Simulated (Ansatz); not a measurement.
**Response to strain in ZrO2**

Base system: ZrO2 (space group Pca2_1, No. 29; a = 5.3238 Å, b = 5.0981 Å, c = 5.1281 Å).

Strains are applied to the cell and any free atomic positions relax.

Method: Kohn–Sham DFT with the PBE functional, run in Ansatz (a quantum-chemistry and plane-wave program) with PAW and 420 eV plane waves, no spin-orbit coupling.

Notes on the quantities. pressure: mean of the normal stresses, compression positive.

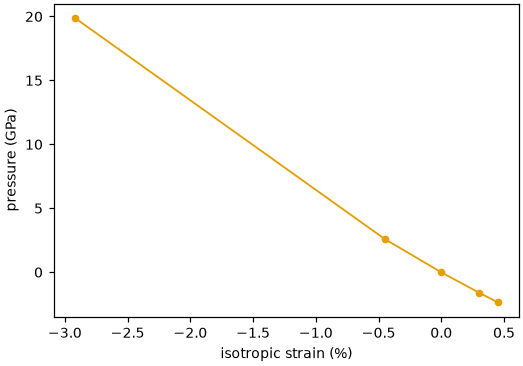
Fig. 1. Pressure against isotropic strain

### Question
From the plot, what is the pressure for isotropic strain −0.45 %?

### Answer
About 3 GPa.

### Question
Is the trend monotonic over the range shown?

### Answer
Yes, it falls throughout, spanning -2.35 GPa to 19.89 GPa.

No phonon test of stability was made. This is not the structure that ZrO2 has at room temperature and ambient pressure.
